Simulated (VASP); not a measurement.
Band structure of RuAl (CsCl type). Computed with LDA (Ceperley-Alder, Perdew-Zunger), VASP's LDA PAW potentials (set 64) (plane waves; VASP 6.6.1).

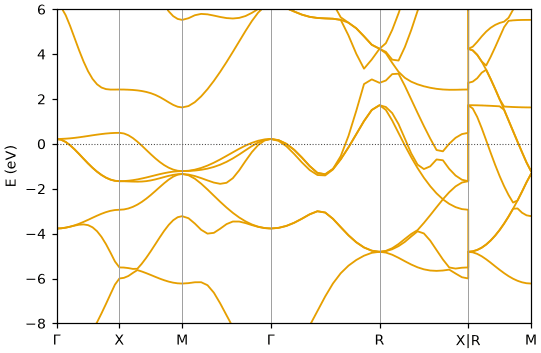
Fig. 1. Bands along high-symmetry lines, zero at the valence-band maximum or, without a gap, the Fermi level

Problem. Read the plot: is there a gap, and where are the band edges?

Solution. It has no gap at this level: it comes out as a metal or semimetal. (Edges off the drawn lines would not show.)

The compound is RuAl in the CsCl type structure. It was relaxed first. The electron count is odd and the run is not spin-polarised, which forces a metal.
